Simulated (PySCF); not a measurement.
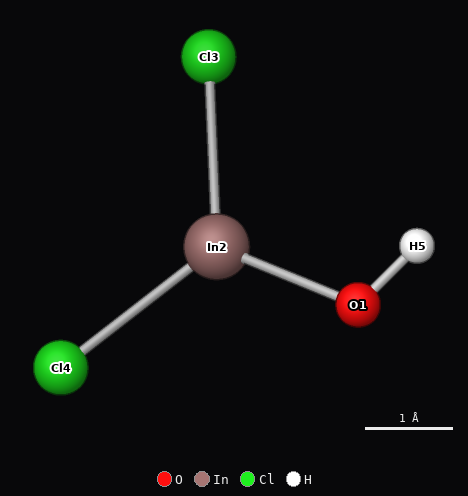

Figure 1. The structure (ball-and-stick view, seen at a tilt; atoms are numbered from 1 in the order of the input). Sticks mark near contacts.

**Run report: InHCl2O, polarizability calculation**

- system: InHCl2O
- method: HF/ANO-RCC-MB, RHF, sfX2C (PySCF 2.14.0)

The geometry comes from this level: PBE0-D4/def2-TZVP.

## Log
```
converged SCF energy = -6875.51648044366
E = -6875.5164804437 Eh
isotropic polarizability 31.7490 bohr^3
```

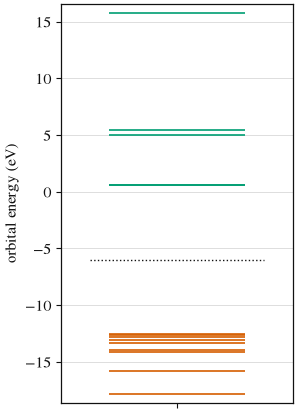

Figure 2. Orbital energies near the frontier; the dotted line parts filled from empty levels, and levels within 0.02 eV of each other stand side by side. Highest filled −12.57 eV, lowest empty 0.58 eV, 13.15 eV apart.

The run was set up as follows.

## The input (calc.py)
```python
import numpy
from pyscf import gto, scf
from pyscf.prop.polarizability import rhf

system = gto.Mole()
system.atom = 'geometry.xyz'
system.charge = 0
system.verbose = 3
system.basis = 'ano-rcc-mb'
system.max_memory = 1860
system.build()

hf = scf.RHF(system)
hf = hf.x2c()
hf.conv_tol = 1e-10
hf.kernel()
if not hf.converged:
    hf = hf.newton().run(hf.mo_coeff, hf.mo_occ)

e_tot = hf.e_tot
print('E = %.10f Eh' % e_tot)
pol = rhf.Polarizability(hf)
alpha = pol.polarizability()
print('isotropic polarizability %.4f bohr^3' % (numpy.trace(alpha) / 3))
alpha_w = pol.polarizability_with_freq(freq=0.0774)
beta = pol.hyper_polarizability()
```

## File geometry.xyz
```
5

O     -0.347800     1.510200    -0.137200
In    -0.087900    -0.432900    -0.100800
Cl     1.722600    -1.320600     1.019900
Cl    -1.580600    -1.801600    -1.170600
H      0.343600     1.971200     0.347200
```

Launch command:
```bash
OMP_NUM_THREADS=1 python calc.py
```

## Results in brief

| quantity | value |
| --- | --- |
| outcome | converged |
| total energy | −6875.516480 hartree |
| basis functions | 51 |
| HOMO | −12.57 eV |
| LUMO | 0.58 eV |
| dipole moment | 2.01 D |
| hardware | 1 thread of Arm Neoverse V1, 24 GiB of memory available, shared host |
| wall time | 17 s |
| peak memory | 0.17 GiB |
